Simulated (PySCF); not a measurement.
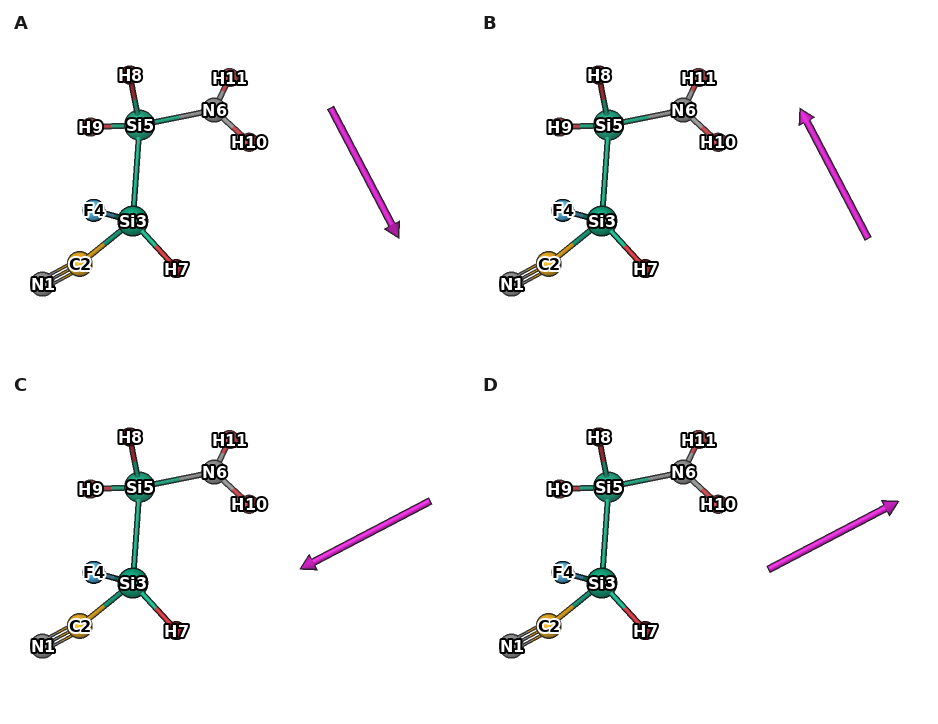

The same molecule four times, each with an arrow. Geometry: a frame of a GFN2-xTB molecular-dynamics simulation, not a minimum. Level of theory: PBE0/pcSseg-1, gas phase (PySCF 2.14.0).

### Which arrow points along the dipole moment, from the negative to the positive end?

D. The dipole moment is 4.65 D; it points from the side of N1 to the side of H11 (the outermost atoms at the two ends).
